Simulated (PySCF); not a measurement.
Vertical excitations of a molecule C2H8FNSi from TDDFT-B3LYP/def2-SVPD in PySCF, as energy in eV (oscillator strength): 5.91 (0.008), 6.13 (0.013), 7.08 (0.016), 7.23 (0.033), 7.46 (0.003), 7.67 (0.001), 7.79 (0.068), 7.91 (0.009), 7.93 (0.008), 8.02 (0.003). Lowest triplet (TDA): 5.73 eV. The structure is a stationary point at TPSSh-D3(BJ)/def2-SVP. The values are those of a single conformer.

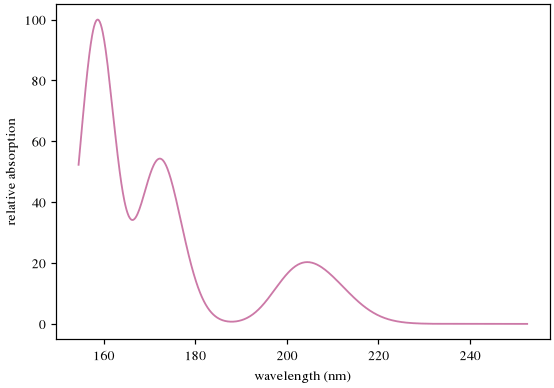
Figure: The lines broadened by 0.4 eV.

**Question.** Which structure fits?
(A) CN(C)[SiH2]F
(B) CNC[SiH2]F
(C) CC[Si@H](N)F
(D) C[C@@H](N)[SiH2]F

**Answer.** D, C[C@@H](N)[SiH2]F
